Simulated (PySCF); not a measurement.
Input

```
from pyscf import gto, dft

system = gto.Mole()
system.atom = '''
C        0.674831      -2.137752       0.459518
C        1.301678      -2.276777       1.660691
C        1.582060      -3.511006       2.304488
C        1.832019      -4.556314       2.872725
B        0.424107      -0.745481      -0.143663
H        0.792316       0.232016       0.465068
H       -0.129691      -0.608486      -1.206692
H        0.362541      -3.057613      -0.048738
H        1.626665      -1.374139       2.194498
H        2.049801      -5.483517       3.369200
'''
system.verbose = 3
system.max_memory = 3720
system.basis = 'def2-tzvpd'
system.build()

mf = dft.RKS(system)
mf.xc = 'pbe0'
mf = mf.density_fit(auxbasis='def2-universal-jkfit')
mf.grids.level = 3
mf.max_cycle = 100
mf.conv_tol = 1e-09
mf.kernel()
if not mf.converged:
    mf = mf.newton().run(mf.mo_coeff, mf.mo_occ)

energy = mf.e_tot
print('Final energy', energy)
grad = mf.nuc_grad_method().kernel()
mf.analyze()
```

Run with:

```sh
OMP_NUM_THREADS=2 python job.py
```

Geometry: B3LYP-D3(BJ)/def2-SVP.

Theory: PySCF, Gaussian-basis quantum chemistry of an isolated molecule with PySCF, energy and nuclear gradient, functional PBE0.

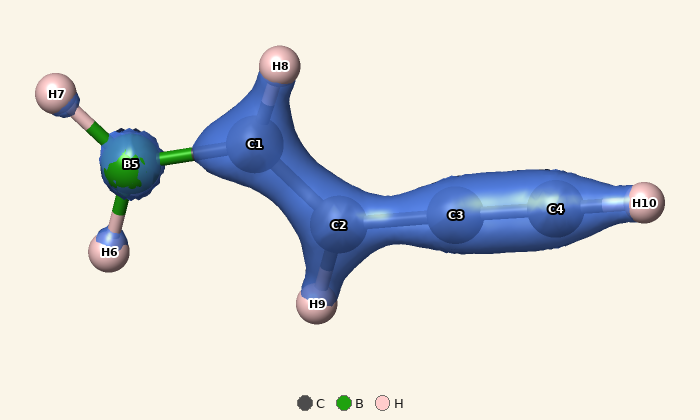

C4H5B (SMILES B/C=C/C#C). Isosurface of the electron density at 1.5 e/Å³ (blue), seen at a tilt.

What does this surface tell about the bonding?

Answer. At this value the surface falls into four separate pieces. It bridges the sampled C–C (1.22 Å), C–H (1.07 Å) and C–C (1.36 Å) contacts, where the density stays above the isovalue. It is pinched off along the sampled C–B (1.54 Å) contacts. On the grid the lowest density along these lines, outside the cores, is 2.7 e/Å³ (C–C, 1.22 Å), 1.3 e/Å³ (C–B, 1.54 Å), 1.9 e/Å³ (C–H, 1.07 Å) and 2.2 e/Å³ (C–C, 1.36 Å).
